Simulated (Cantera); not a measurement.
Charge: 1 mol Si₃N₄, 0.014 mol H₂O, 9.1 mol H₂, at 0.0800 bar.

Method: chemical equilibrium by Gibbs-energy minimisation in Cantera with the NASA 1993 tables (ideal gas, pure condensed phases). Candidate condensed phases: H₂O, Si, SiO₂, Si₂N₂O, Si₃N₄; 35 gas species. Mutual solubility and eutectic melting of coexisting phases are not modelled. Gases not in the tables: Si₂H₆ and higher silanes. Rates play no part.

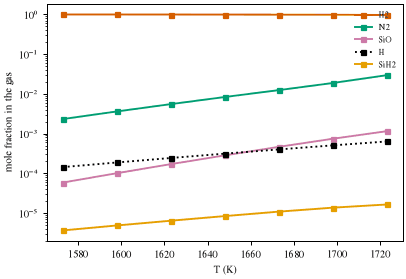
Equilibrium gas composition (values under 1e-9 drawn at 1e-9)

From 1573 K to 1673 K the condensed part is Si(s) + Si₂N₂O(s) + Si₃N₄(s). From 1698 K to 1723 K the condensed part is Si(l) + Si₂N₂O(s) + Si₃N₄(s). The main Si-bearing gas is SiO throughout.
